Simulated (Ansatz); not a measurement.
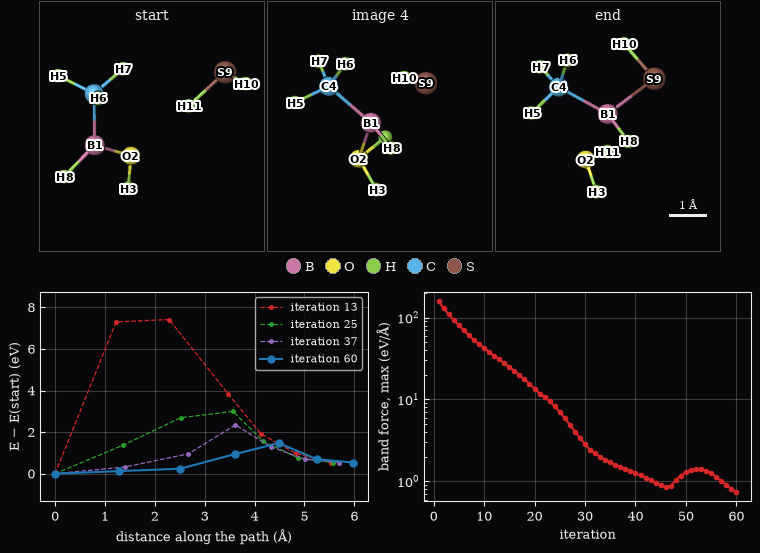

A search for the minimum-energy path of CH7BOS by the nudged elastic band. Images are numbered from 0 (start) to 6 (end). The plot follows the band through its iterations. The picture is a ball-and-stick view, seen at a tilt.

These are results of RKS B3LYP-D4/6-31G* (Ansatz 0.2.0), not measurements. Run with 5 movable images; climbing image; force threshold 0.03 eV/Å; iteration limit 60; optimiser L-BFGS; largest step 0.02 Å; starting path through a guess of the saddle point.

### How did the profile develop, and is the result final?

The result isn't final. The band hadn't converged when the run stopped after 60 iterations. The largest component of the band force went from 160 to 0.74 eV/Å. The barrier read from it is provisional: over the last two iterations the highest image moved from 1.44 eV to 1.47 eV. The step length is far from the usual. The first iteration put the highest image at 34.31 eV. The highest point, image 4, lies 1.47 eV above the start and 0.93 eV above the end; the end is at +0.54 eV relative to the start.

Cost: 14 min on 1 thread of Arm Neoverse V2, on a shared host, peak memory 0.16 GiB.
